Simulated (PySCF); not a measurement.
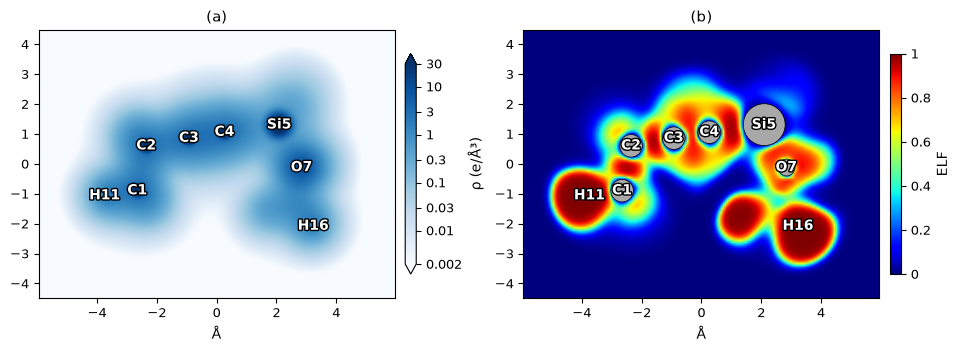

*C5H10O2Si. (a) total electron density; (b) electron localisation function on the plane of atoms C1, C2 and C3. Grey discs cover the atomic cores in the ELF map.*

Geometry: GFN2-xTB.

All numbers below come from PBE0/pcSseg-1, SCF density, gas phase, non-relativistic in PySCF 2.14.0.

Input file:

```
{"job": {"kind": "nmr", "xc": "PBE0", "basis": "pcSseg-1"}, "charge": 0, "multiplicity": 1}
C      2.942439     0.692917    -0.416237
C      2.526809    -0.649447     0.188134
C      1.084612    -0.801040     0.201661
C     -0.115003    -0.918276     0.201428
Si    -1.967109    -1.024867     0.227704
O     -2.544558    -2.354234    -0.495146
O     -2.590728     0.218045    -0.628380
C     -2.330515     1.572729    -0.445337
H      2.579070     0.778558    -1.438045
H      2.530868     1.515506     0.164694
H      4.026772     0.781630    -0.423121
H      2.898591    -0.725339     1.214593
H      2.962586    -1.468824    -0.391389
H     -2.457080    -1.083662     1.599383
H     -2.759170    -2.336823    -1.424069
H     -2.846090     2.126807    -1.231124
H     -1.257273     1.772345    -0.504636
H     -2.692980     1.910292     0.529191
```

Command:

```sh
OMP_NUM_THREADS=1 python probes_run.py task.json out
```

Question: What does the map show?

Answer: The section cuts through C, Si, O and H sites.
C–C (1.21 Å): ρ is about 2.8 e/Å³ halfway; the ELF peaks at about 0.85 between the atoms: a short, multiple covalent bond.
Si–O (1.63 Å): the density is about 1.2 e/Å³ at the midpoint; the ELF peaks at about 0.85 between the atoms (a polar covalent bond).
C–Si (1.86 Å): the density is about 0.93 e/Å³ at the midpoint; the ELF peaks at about 0.95 between the atoms, as expected for a shared electron pair.
C–H (1.09 Å): ρ is about 2 e/Å³ halfway; the ELF climbs to about 1 towards the hydrogen, as it does in any bond to H: a covalent bond by its length.
The ELF also peaks beside O7, away from the bonds: lone-pair regions.
